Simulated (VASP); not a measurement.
Band structure of AlN (zinc blende). All values below come from modified Becke-Johnson potential (mBJ), VASP's PBE PAW potentials (set 64) (plane waves; VASP).

mBJ is a potential without an energy functional, so only the levels count.

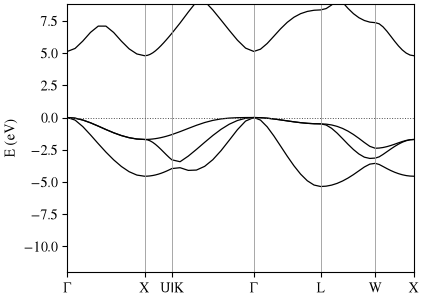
Bands along high-symmetry lines, zero at the valence-band maximum or, without a gap, the Fermi level

Task: Read the plot: is there a gap, and where are the band edges?

Result: The gap is indirect, 4.79 eV, from the valence maximum at Γ to the conduction minimum at X.

Measured: gap 5.34 eV (computed value off by -0.55 eV), as given by Daiki Deguchi et al., Japanese Journal of Applied Physics (2016), arXiv:1512.06930.

The compound is AlN in the zinc blende structure, a metastable form; wurtzite is the usual one. It was relaxed first. The cell's shape comes from a PBE relaxation.
